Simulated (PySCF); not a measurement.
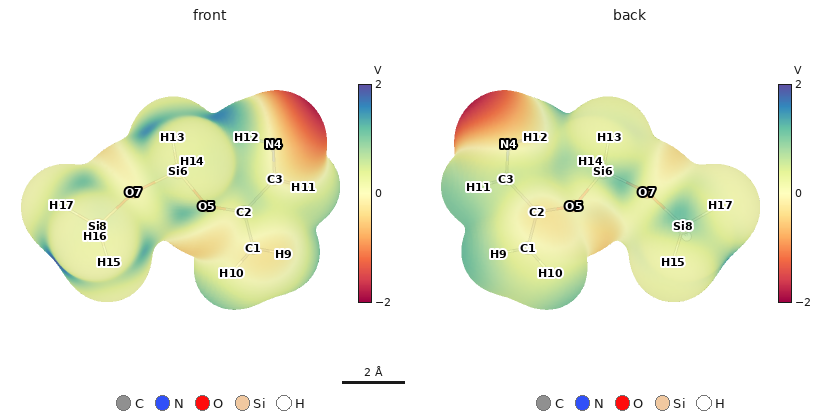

Figure 1: C$_{3}$H$_{9}$NO$_{2}$Si$_{2}$. The electrostatic potential painted on the density surface at 0.002 e/bohr³, seen from the front and from behind; the colour scale runs from red (negative) to blue (positive).

Geometry: GFN2-xTB.

Level of theory: CAM-B3LYP/def2-SVPD, SCF density, gas phase in PySCF 2.14.0.

```xyz
17

C    -2.0013    1.7023   -0.1250
C    -1.6246    0.4472    0.1435
C    -2.6372   -0.6116    0.2905
N    -2.4989   -1.8213    0.6000
O    -0.3204    0.1620    0.2904
Si    0.7002   -1.0829    0.4631
O     2.1605   -0.4316    0.3095
Si    3.3897    0.6216    0.2741
H    -3.0368    1.9593   -0.2444
H    -1.2753    2.4895   -0.2248
H    -3.6541   -0.2760    0.1071
H    -1.5442   -2.1277    0.7753
H     0.5745   -2.0456   -0.6257
H     0.6161   -1.6230    1.8169
H     2.8941    1.9054   -0.2198
H     3.8916    0.7302    1.6430
H     4.3590    0.0143   -0.6343
```

Where is the surface potential most negative and most positive?

The most negative region (about −1.8 V) lies over N4, the most positive (about +1.7 V) over Si8. N4 is the likeliest acceptor of a hydrogen bond.

What dipole moment does the calculation give?

Its dipole moment is 1.94 D.
